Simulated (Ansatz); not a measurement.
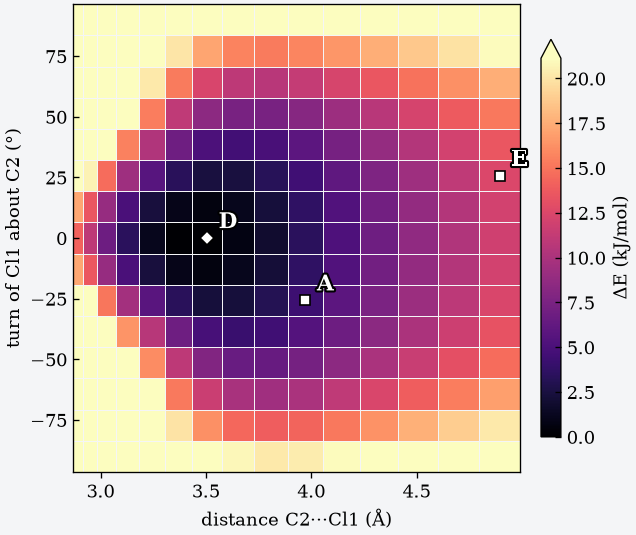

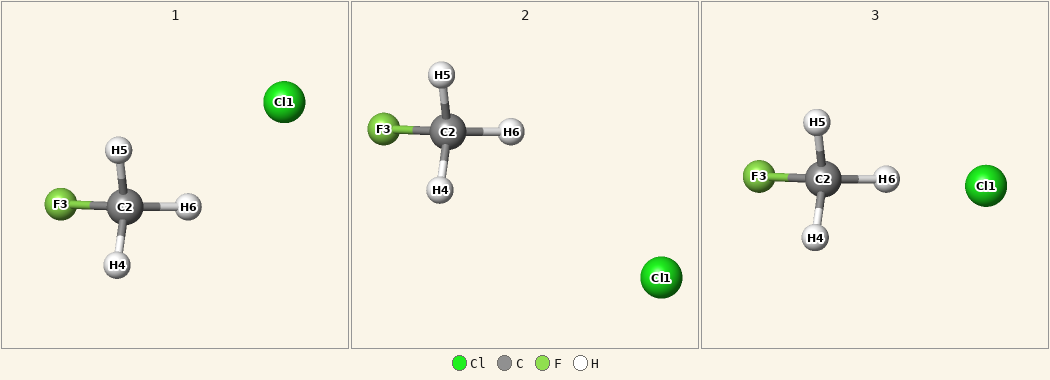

The pair Cl···CH₃F, charge −1. The turn is about an axis along (−0.40, −0.91, −0.08) in the frame of the relaxed pair, normal to the line between the partners. The first coordinate is: distance C2···Cl1; the second: turn of Cl1 about C2. Grid: 15 × 15 points. Energies are in kJ/mol, from the lowest grid point. Level of theory: RHF/def2-TZVPD (Ansatz).

Drawn: one coloured cell a grid point, one colour for all values above the top of the scale, lettered points. The numbered pictures are the structures at these points, in random order.

**Which structure belongs to which point?**

A is structure 1: distance C2···Cl1 = 3.972 Å, turn of Cl1 about C2 = −25.7°, 4.3 kJ/mol; D is structure 3: distance C2···Cl1 = 3.505 Å, turn of Cl1 about C2 = 0.0°, 0.0 kJ/mol; E is structure 2: distance C2···Cl1 = 4.894 Å, turn of Cl1 about C2 = 25.7°, 12.5 kJ/mol.
